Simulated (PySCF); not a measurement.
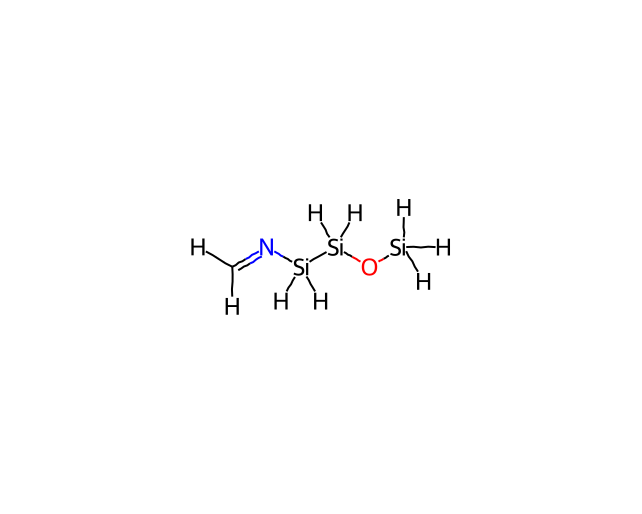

Computed geometry: GFN2-xTB optimisation. No frequency run is at hand to confirm it as a minimum. Method: PBE0/pcSseg-1, gas phase (PySCF 2.14.0).

Predict the main results.

The species is CH₉NOSi₃ (`C=N[SiH2][SiH2]O[SiH3]`).
- dipole moment: 1.67 D
- HOMO energy (Kohn–Sham orbital): −7.03 eV
- LUMO energy (Kohn–Sham orbital): −0.98 eV
- HOMO–LUMO gap: 6.05 eV

The geometry is semi-empirical. Around Si such bond lengths and angles can be off by a tenth of an ångström or more and by several degrees, and values that hang on the shape move with them.
